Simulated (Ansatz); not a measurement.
Si3N4 (I-43d), computed twice by G0W0.

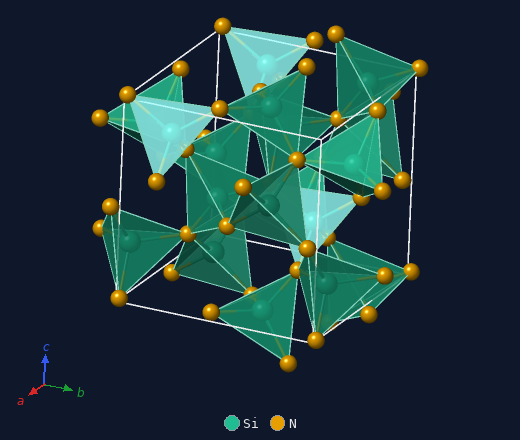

The structure (silicon teal, nitrogen orange). Bonds to atoms that aren't drawn are left out. Some periodic images of atoms are drawn too.

Symmetry: I-43d, No. 220, cubic system. Conventional cell: a = 6.475 Å, b = 6.475 Å, c = 6.475 Å, α = 90.00°, β = 90.00°, γ = 90.00°. Si has 4 N at 1.75 Å nearest. N has 3 Si at 1.75 Å nearest. Farther neighbours and most contacts between anions are not listed.

```yaml
crystal:
  lattice:
    - [-3.23735, 3.23735, 3.23735]
    - [3.23735, -3.23735, 3.23735]
    - [3.23735, 3.23735, -3.23735]
  atoms:
    - { symbol: Si, position: [0.25000, 0.12500, 0.87500] }
    - { symbol: Si, position: [0.87500, 0.25000, 0.12500] }
    - { symbol: Si, position: [0.75000, 0.37500, 0.62500] }
    - { symbol: Si, position: [0.62500, 0.75000, 0.37500] }
    - { symbol: Si, position: [0.12500, 0.87500, 0.25000] }
    - { symbol: Si, position: [0.37500, 0.62500, 0.75000] }
    - { symbol: N, position: [0.56280, 0.56280, 0.56280] }
    - { symbol: N, position: [0.43720, 0.50000, 0.00000] }
    - { symbol: N, position: [0.50000, 0.00000, 0.93720] }
    - { symbol: N, position: [0.00000, 0.43720, 0.50000] }
    - { symbol: N, position: [0.93720, 0.50000, 0.00000] }
    - { symbol: N, position: [0.06280, 0.06280, 0.06280] }
    - { symbol: N, position: [0.00000, 0.93720, 0.50000] }
    - { symbol: N, position: [0.50000, 0.00000, 0.43720] }
```

The cell and positions come from the Crystallography Open Database and are kept as given unless a step says otherwise. This is not the form that Si3N4 usually takes at ambient conditions.

The first (Ansatz 0.2.0; start LDA, 4×4×4 mesh, 308 empty bands, screening to 100 eV, PAW set soft_1 files; 1 × NVIDIA H100 80GB HBM3 (shared by 6 runs) with 3 threads of AMD EPYC 7R13 (Zen 3), shared host) gave, on its mesh: starting gap 3.94 eV, G0W0 gap 5.42 eV, RPA ε∞ (mean) 4.56, 14 s.

The second gave: starting gap 4.73 eV, G0W0 gap 5.69 eV, RPA ε∞ (mean) 4.06, 27 s.

Q: What was changed in the input? Choose among start, files, mesh, bands and cutoff, frequency model or another key.

Changed: start from LDA to r2SCAN. A jump of this size in the start, with ε∞ moving the other way, marks another functional. Other changes could give like numbers; this is the one that was made.

Limits: not at the basis limit.

[Paths, hosts, dates, memory and timing lines, banners, echoed tables and standing remarks are left out of the program output.]

[Logs are printed without paths, hosts, clocks, repeated set-up lines and the standing remarks that a program may print on its own settings, such as how far it seeks lower states.]

[Runs of the session that timed out or met a known fault of the program may be left out.]

[Cells called generated may have been cut or substituted from an entry of the Crystallography Open Database or the Materials Project.]

[Hosts, paths, dates, database ids (printed as entryN), source tags and the programs' standing remarks are cut or masked in the printed files.]
